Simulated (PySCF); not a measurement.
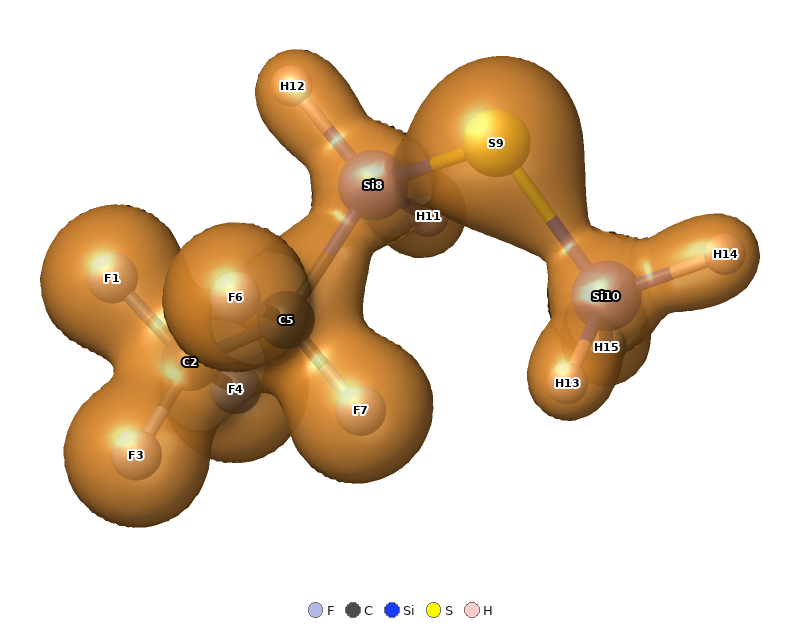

Figure. C2H5F5SSi2 (SMILES FC(F)(F)C(F)(F)[SiH2]S[SiH3]). Isosurface of the total electron density at 0.5 e/Å³ (orange), seen at a tilt.

Geometry: PBE0-D3(BJ)/def2-SVP.

The calculation used PBE0/pcSseg-1, SCF density, gas phase, non-relativistic (PySCF 2.14.0).

The calculation's input:

```
{"job": {"kind": "nmr", "xc": "PBE0", "basis": "pcSseg-1"}, "charge": 0, "multiplicity": 1}
F     -3.056682     0.499710     0.938395
C     -2.410447    -0.141626    -0.031909
F     -3.062754    -1.258056    -0.312738
F     -2.402051     0.633215    -1.114950
C     -0.971713    -0.422471     0.414227
F     -1.037530    -1.236693     1.489746
F     -0.372892    -1.111411    -0.595288
Si     0.103793     1.143472     0.830036
S      2.018608     0.471189     1.460975
Si     2.747705    -0.462869    -0.354656
H      0.153834     1.984293    -0.397025
H     -0.524852     1.852757     1.973333
H      2.436293    -1.917742    -0.369277
H      4.223928    -0.264845    -0.340565
H      2.144553     0.214111    -1.538320
```

Command:

```sh
OMP_NUM_THREADS=1 python probes_run.py task.json out
```

> Which contacts does the surface bridge?

At this value the surface is in one piece. It bridges the sampled C–F (1.32 Å), C–C (1.53 Å), C–Si (1.94 Å) and Si–S (2.13 Å) contacts, where the density stays above the isovalue. On the grid the lowest density along these lines, outside the cores, is 2 e/Å³ (C–F, 1.32 Å), 1.8 e/Å³ (C–C, 1.53 Å), 0.75 e/Å³ (C–Si, 1.94 Å) and 0.66 e/Å³ (Si–S, 2.13 Å).
